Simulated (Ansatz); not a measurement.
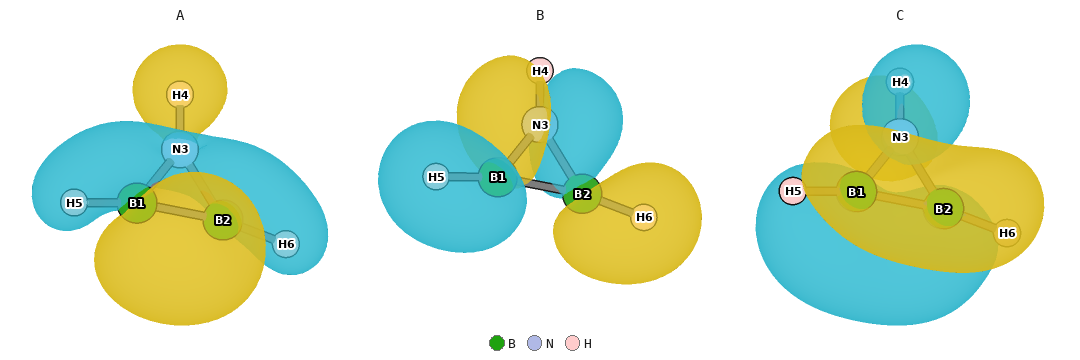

B$_{2}$H$_{3}$N (SMILES B1BN1). Three frontier orbitals at ±0.08 Å⁻³ᐟ² (yellow and cyan are the two phases), in no order.

Geometry: r2SCAN-D4/def2-SVP.

All numbers below come from isolated molecule in a Gaussian basis; Kohn-Sham density functional theory, functional PBE0 in Ansatz.

The calculation's input:

```
crystal:
  periodic: [false, false, false]
  atoms:
    - {symbol: B, position_ang: [-0.496888, -0.598121, -0.195064]}
    - {symbol: B, position_ang: [0.522674, -0.069757, 0.933630]}
    - {symbol: N, position_ang: [0.843743, -1.005995, -0.066601]}
    - {symbol: H, position_ang: [1.578094, -1.599955, -0.451879]}
    - {symbol: H, position_ang: [-1.399951, -0.857045, -0.937872]}
    - {symbol: H, position_ang: [1.110640, 0.443964, 1.841771]}
basis:
  gaussian:
    orbitals: def2-TZVPD
output: {forces: true, orbitals: {seedname: orbitals}}
hamiltonian:
  xc: {name: PBE0}
```

Command:

```sh
ansatz run input.yaml --threads 1 --pin off --max-ram 2610MiB --events-out events.jsonl --progress --plain --runs-dir runs
```

Q: Which picture is the HOMO−1, the HOMO and the LUMO?

A: B is the HOMO−1 (−9.69 eV). By Hirshfeld shares it lies mainly on N3 (about 35 %), B1 (about 20 %), B2 (about 20 %), H5 (about 15 %) and H6 (about 15 %); it is symmetric in the molecular plane (an in-plane orbital: σ, lone-pair or in-plane π type). A is the HOMO (−7.19 eV). By Hirshfeld shares it lies mainly on B1 (about 40 %), B2 (about 40 %) and N3 (about 10 %); it is symmetric in the molecular plane (an in-plane orbital: σ, lone-pair or in-plane π type). C is the LUMO (−0.65 eV). Its weight (Hirshfeld) is mainly on B1 (about 35 %), B2 (about 35 %) and N3 (about 25 %); it changes sign across the molecular plane (π type); π-bonding across B1–B2; π-antibonding (a node) across B1–N3 and B2–N3.

Q: What is the HOMO–LUMO gap?

A: 6.54 eV between the orbital energies.
